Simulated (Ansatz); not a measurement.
# TiO2 (Rutile): levels at named points, part 2 of 2

Aim: the gap, band edges and levels at named points of TiO2 (Rutile).

Ansatz 0.2.0; DFT PBE+U, scalar-relativistic, plane waves, PAW. Steps at another level of theory say so in their titles or inputs.

**4. Levels with HSE06**

File input.yaml:

```yaml
crystal:
  lattice:
    - [4.6399446936, 0.0, 0.0]
    - [0.0, 4.6399446936, 0.0]
    - [0.0, 0.0, 3.0067234922]
  atoms:
    - { symbol: Ti, position: [0.0, 0.0, 0.0] }
    - { symbol: Ti, position: [0.5, 0.5, 0.5] }
    - { symbol: O, position: [0.3056748301, 0.3056748301, 0.0] }
    - { symbol: O, position: [0.1943251699, 0.8056748301, 0.5] }
    - { symbol: O, position: [0.6943251699, 0.6943251699, 0.0] }
    - { symbol: O, position: [0.8056748301, 0.1943251699, 0.5] }
basis:
  ecutwfc: 420
kpoints:
  mp_grid: { grid: [4, 4, 6] }
  band_path:
    path:
      - [0.0, 0.0, 0.0]
      - [0.0, 0.5, 0.0]
      - [0.5, 0.5, 0.0]
      - [0.0, 0.0, 0.5]
      - [0.0, 0.5, 0.5]
      - [0.5, 0.5, 0.5]
    npoints: 1
hamiltonian:
  xc: hse06
scf:
  occupations: { method: fixed }
  n_extra_bands: 6
output:
  eigenvalues: true
```

Launch:

```bash
$ ansatz run input.yaml --threads 4 --pin off --max-ram 10240MiB --backend cpu --events-out ev --progress --plain --runs-dir out
```

Log:

```text
Warning: RAYON_NUM_THREADS=4 ignored (pool sized by the plan → 4); use --threads N
scf.n_extra_bands = 6 over 24 filled bands (N_el = 48.0): the run solves 30 bands
Engine: ansatz 0.2.0, x86_64-unknown-linux-gnu
Pseudopotentials: kind: paw
Pseudopotential: Ti, paw, valence charge 12, recommended cutoff 420 eV (normal), Ti.paw.azcp
Pseudopotential: O, paw, valence charge 6, recommended cutoff 420 eV (normal), O.paw.azcp
Functional definition: HSE06
  parameter a = 0.25
  parameter omega = 0.11/bohr
  exchange = pbe_x - a*pbe_x_sr(omega) + a*exact_x_sr(omega)
  correlation = pbe_c
davidson cushion auto → on  (no smearing: the cushion is to keep the highest requested band from converging to the state above it; pin scf.eigensolver.cushion to override)
Crystal: 6 atoms, lattice volume = 64.732 Å³
Basis set: ecut = 420 eV, 1243 PW (Γ)
Bands: 30, of which v1, the nominal top of the filled ones, is band 24 counted from 1 (23 counted from 0)
Symmetry: 16 space group operations
Space group: P42/mnm (ITA 136), of the structure as read, at distance tolerance 4.0e-5 Å
k-points: 24 of 96
Non-local potential: Ti, projectors of the file, l = 0: 3, l = 1: 2, l = 2: 3, l = 3: 1
Non-local potential: O, projectors of the file, l = 0: 2, l = 1: 2, l = 2: 1
PAW form: soft (Blöchl's): semilocal exchange-correlation on the pseudo side does not see the compensation charge
PAW frozen core: Ti, regenerated for the run's functional, and the local potential with it (the file was generated under x = pbe(κ = 0.804, μ = 0.2195149727645171), c = pbe(β = 0.06672455060314922))
PAW frozen core: O, regenerated for the run's functional, and the local potential with it (the file was generated under x = pbe(κ = 0.804, μ = 0.2195149727645171), c = pbe(β = 0.06672455060314922))
PAW one-centre angular grid: Ti, 590 points (default); XC on 64 Gauss nodes
PAW one-centre angular grid: O, 110 points (default); XC on 96 Gauss nodes
Initial density: superposition of atomic densities (neutral atoms: chi_scale 0, normalization atom), corrected by the library's trained network
Initial wavefunctions: pseudopotential atomic-orbital guess
Functional: x = pbe(κ = 0.804, μ = 0.2195149727645171), c = pbe(β = 0.06672455060314922), warm-up for x = pbe(κ = 0.804, μ = 0.2195149727645171) + 0.25 (exact − pbe) at short range (hse, ω = 0.20786987370883472 Å⁻¹), c = pbe(β = 0.06672455060314922); HSE06 as pw.x's `hse` composes it (authors' and Libxc's form: `xc: wpbeh`)
SCF iter   1: F=—  HF=-7277.292399 eV  |F-HF|=—  |Δ(HF+E_count)|=         —  Δρ=2.04e-3  dr2=1.13e-3  ethr=1.77e-3  ⟨swp⟩=5.0  Hψ=3020  notcnv=0
preconditioner: auto → none  [insulator: Δε(μ)=1.805 eV  Ē_g=9.188 eV  n_scr=18 (ndim 8)  ℏωp=26.1 eV  f_vac=0.021]
SCF iter   2: F=—  HF=-7277.294914 eV  |F-HF|=—  |Δ(HF+E_count)|=   2.51e-3  Δρ=1.65e-3  dr2=1.19e-3  ethr=2.35e-6  ⟨swp⟩=4.9  Hψ=2830  notcnv=0
SCF iter   3: F=—  HF=-7277.295056 eV  |F-HF|=—  |Δ(HF+E_count)|=   1.42e-4  Δρ=1.08e-3  dr2=7.13e-4  ethr=2.35e-6  ⟨swp⟩=3.6  Hψ=1919  notcnv=0
iter 4 solved again at ethr=1.41e-7 eV; its pass at ethr=1.49e-6 eV (dr2=6.76e-5 eV) is discarded
SCF iter   4: F=-7277.295097 eV  HF=-7277.295101 eV  |F-HF|=3.98e-6  |Δ(HF+E_count)|=   4.54e-5  Δρ=3.91e-4  dr2=6.75e-5  ethr=1.41e-7  ⟨swp⟩=2.6  Hψ=3196  notcnv=0
SCF 1 stopped early in 4 iterations: F = -7277.295097 eV  dr2 = 6.75e-5
Initial density: handed on by an earlier stage of this run
Initial wavefunctions: those handed on with the density
Functional: x = pbe(κ = 0.804, μ = 0.2195149727645171) + 0.25 (exact − pbe) at short range (hse, ω = 0.20786987370883472 Å⁻¹), c = pbe(β = 0.06672455060314922); HSE06 as pw.x's `hse` composes it (authors' and Libxc's form: `xc: wpbeh`)
Exchange kernel: α = 0.2500, screened, ω = 0.2079 Å⁻¹, Wigner–Seitz truncation, v(0) = 1043.1544 eV·Å³, q-mesh 4×4×6, nearest image of the exchange supercell L = 18.04 Å, pair-density grid 30×30×20, without the augmentation charges, whose exchange is taken in its separable form by FFT convolution over the k-point mesh (sized by the pseudopotential files, 32×32×24 at the most), smooth part of the exact exchange by density-matrix convolution
Frozen-core exchange: fock
SCF iter   1: F=—  HF=-7275.992665 eV  |F-HF|=—  |Δ(HF+E_count)|=         —  Δρ=3.65e-2  dr2=1.21e0  ethr=1.41e-6  ⟨swp⟩=7.2  Hψ=4202  notcnv=0
preconditioner: auto → none  [insulator: Δε(μ)=4.193 eV  Ē_g=12.173 eV  n_scr=18 (ndim 8)  ℏωp=26.1 eV  f_vac=0.022]
SCF iter   2: F=—  HF=-7275.867865 eV  |F-HF|=—  |Δ(HF+E_count)|=   1.25e-1  Δρ=3.89e-2  dr2=9.76e-1  ethr=1.41e-6  ⟨swp⟩=6.9  Hψ=3745  notcnv=0  defer=20
SCF iter   3: F=—  HF=-7275.671100 eV  |F-HF|=—  |Δ(HF+E_count)|=   1.97e-1  Δρ=5.17e-3  dr2=2.50e-2  ethr=1.41e-6  ⟨swp⟩=5.9  Hψ=3536  notcnv=0
SCF iter   4: F=—  HF=-7275.720156 eV  |F-HF|=—  |Δ(HF+E_count)|=   4.91e-2  Δρ=4.25e-3  dr2=1.63e-2  ethr=1.41e-6  ⟨swp⟩=4.0  Hψ=2844  notcnv=0
SCF iter   5: F=—  HF=-7275.716194 eV  |F-HF|=—  |Δ(HF+E_count)|=   3.96e-3  Δρ=8.29e-4  dr2=1.72e-4  ethr=1.41e-6  ⟨swp⟩=4.4  Hψ=2481  notcnv=0
SCF iter   6: F=-7275.716756 eV  HF=-7275.716761 eV  |F-HF|=4.66e-6  |Δ(HF+E_count)|=   5.66e-4  Δρ=2.56e-4  dr2=1.49e-5  ethr=2.79e-7  ⟨swp⟩=3.7  Hψ=2280  notcnv=0
SCF 2 stopped early in 6 iterations: F = -7275.716756 eV  dr2 = 1.49e-5
hybrid outer 1: dexx = +5.698e-2 eV, tail = 1.79e-4 eV
Exchange kernel: α = 0.2500, screened, ω = 0.2079 Å⁻¹, Wigner–Seitz truncation, v(0) = 1043.1544 eV·Å³, q-mesh 4×4×6, nearest image of the exchange supercell L = 18.04 Å, pair-density grid 30×30×20, without the augmentation charges, whose exchange is taken in its separable form by FFT convolution over the k-point mesh (sized by the pseudopotential files, 32×32×24 at the most), smooth part of the exact exchange by density-matrix convolution
Frozen-core exchange: fock
SCF iter   1: F=—  HF=-7275.715332 eV  |F-HF|=—  |Δ(HF+E_count)|=         —  Δρ=1.60e-4  dr2=1.57e-5  ethr=1.86e-6  ⟨swp⟩=3.0  Hψ=1778  notcnv=0
preconditioner: auto → none  [insulator: Δε(μ)=3.303 eV  Ē_g=11.395 eV  n_scr=18 (ndim 8)  ℏωp=26.1 eV  f_vac=0.025]
iter 2 solved again at ethr=9.07e-10 eV; its pass at ethr=3.01e-8 eV (dr2=4.36e-7 eV) is discarded
SCF iter   2: F=—  HF=-7275.715330 eV  |F-HF|=—  |Δ(HF+E_count)|=   2.45e-6  Δρ=3.62e-5  dr2=8.68e-7  ethr=9.07e-10  ⟨swp⟩=2.9  Hψ=3754  notcnv=0
SCF iter   3: F=—  HF=-7275.715334 eV  |F-HF|=—  |Δ(HF+E_count)|=   4.09e-6  Δρ=1.79e-5  dr2=1.19e-7  ethr=9.07e-10  ⟨swp⟩=4.8  Hψ=2450  notcnv=0  defer=12
SCF iter   4: F=-7275.715334 eV  HF=-7275.715334 eV  |F-HF|=5.49e-10  |Δ(HF+E_count)|=   4.57e-8  Δρ=2.80e-6  dr2=1.43e-8  ethr=2.20e-10  ⟨swp⟩=4.0  Hψ=2059  notcnv=0
SCF 3 converged in 4 iterations: F = -7275.715334 eV  dr2 = 1.43e-8
hybrid outer 2: dexx = +4.375e-6 eV, tail = 8.18e-8 eV, Δε = 2.35e-3 eV (about 5.90e-5 eV left of the loop's levels)
NSCF: frozen V_eff on 6 k-points
hybrid SCF converged: 2 outer / 10 inner (+4 warm-up), last move |dexx| = 4.37e-6 eV, tail = 8.18e-8 eV
Stability not checked: this state was not tested for a lower state beside it, because the functional holds exact exchange (a hybrid, or Hartree-Fock), whose exchange loop this test does not read (fock_operator; see scf.lower_state_search)
Free energy (F): -7275.715334 eV
Frozen-core exchange: fock
Harris-Foulkes:  -7275.715334 eV  (|F-HF|=5.49e-10)
Internal energy: -7275.715334 eV  (E = F + TS)
E sigma→0 (E₀):  -7275.715334 eV
Fermi energy:    7.677981 eV
--- Per-component energies (eV) ---
  E_band       = -529.692033
  E_kinetic    = 1243.845356
  E_local      = -3118.392103  (includes V_loc(G=0)·N_el)
  E_nonlocal   = 184.754736
  E_hartree    = 1177.935807
  E_xc         = -395.650029
  E_vxc        = -496.609479  (∫ρ·V_xc dr)
  E_exx        = -156.486158  (= α·E_x^exact, valence–valence)
  E_paw        = -2657.443231  (= ΣΔE_a)
  E_vpaw       = -386.199581  (= ΣTr[D̂ρ^β])
  E_aug_tail   = 0.010138  (compensation charges beyond the density's cutoff)
  E_ewald      = -3553.839335
  E_core_change = -0.450516  (= ΣΔE_core)
  E_smearing   = -0.000000  (= −TS)
  E_closure    = -0.000000  (closes the sum)
  Σ components = -7275.715334   (vs F -7275.715334, Δ=0.00e0)
--- Band table (eV; the first three rows and the last of 24) ---
  k-point 0: bands = ["-53.6982", "-53.6831", "-28.3320", "-28.3320", "-28.1781", "-28.1781", "-28.1383", "-28.0993", "-12.1201", "-10.9272", "-10.1894", "-10.1894", "1.5361", "2.0414", "2.6077", "3.5636", "3.5636", "4.9488", "4.9488", "5.4699", "6.9029", "7.2599", "7.2599", "7.6780", "10.9777", "11.3098", "11.5196", "11.5921", "11.5921", "13.2598"]
  k-point 1: bands = ["-53.6886", "-53.6756", "-28.3052", "-28.3052", "-28.2410", "-28.2086", "-28.1741", "-28.1741", "-11.8418", "-10.7791", "-10.3150", "-10.3150", "1.9315", "2.3283", "2.9462", "3.3602", "3.3602", "4.7127", "5.4226", "5.4226", "5.9015", "6.7413", "6.7413", "7.5033", "11.3751", "11.5093", "11.5433", "11.9044", "11.9044", "13.5641"]
  k-point 2: bands = ["-53.6688", "-53.6612", "-28.4399", "-28.4227", "-28.2450", "-28.2450", "-28.1720", "-28.1720", "-11.2028", "-10.5639", "-10.5639", "-10.5501", "2.7741", "2.8595", "3.4497", "3.4497", "3.5972", "3.9087", "4.4018", "5.6032", "5.6032", "5.9592", "5.9592", "6.7015", "11.4303", "11.8337", "12.3084", "12.5269", "12.5269", "12.9030"]
  k-point 23: bands = ["-53.6564", "-53.6564", "-28.5315", "-28.5315", "-28.1977", "-28.1977", "-28.1906", "-28.1906", "-10.7781", "-10.7781", "-10.5420", "-10.5420", "2.7323", "2.7323", "2.7431", "2.7431", "3.9172", "3.9172", "4.8107", "4.8107", "6.3974", "6.3974", "6.9322", "6.9322", "11.6842", "11.6842", "12.3841", "12.3841", "12.3889", "12.3889"]
```

Wall time 1.8 min (4 threads of Intel Xeon at 2.50GHz (Skylake/Cascade Lake), shared host); peak memory 1.7 GiB.

Levels at named points, in eV from the top of the last band filled by count:

```
point  band 22  band 23  band 24  band 25  band 26  band 27
    Γ    -0.42    -0.42     0.00     3.30     3.63     3.84
    X    -1.75    -0.78    -0.78     4.00     4.00     4.45
    M    -1.46    -1.08    -1.08     3.33     3.33     3.94
    Z    -2.37    -1.56    -1.56     4.38     4.38     4.64
    R    -2.14    -1.06    -1.06     3.32     3.32     4.69
    A    -1.28    -0.75    -0.75     4.01     4.01     4.71
```

**5. All levels side by side**

```
                     level  k mesh  gap (eV)  least direct gap (eV)  top at  bottom at  CPU time (s)
PBE+U on the hybrid's mesh   4×4×6      2.26                   2.30       Γ          M            12
                     HSE06   4×4×6      3.30                   3.30       Γ          Γ           330
```

Gaps are by band count over the mesh and the named points; a gap of 0 means that the bands overlap or touch.

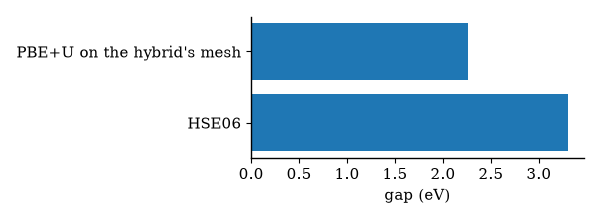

The gap at each level.

**6. Summary of results**

The summary covers parts 1 to 2.

| quantity | value |
| --- | --- |
| gap, HSE06 | 3.30 eV, direct |

What this shows: At HSE06 the gap is 3.30 eV, from Γ to Γ. A measured gap of TiO2 is 3.03 eV (direct; 1.6 K; quoted in “Shallow Valence Band of Rutile GeO2 and P-type Doping”, 2020, arxiv:2011.08928); the calculated 3.30 eV misses it by +0.27 eV. 3 values of this kind are on record in papers (3.02 to 3.05 eV); this one was drawn at random among those near their median. That is HSE06, the nearest rung, at the geometry relaxed with PBE+U, without temperature or excitons.
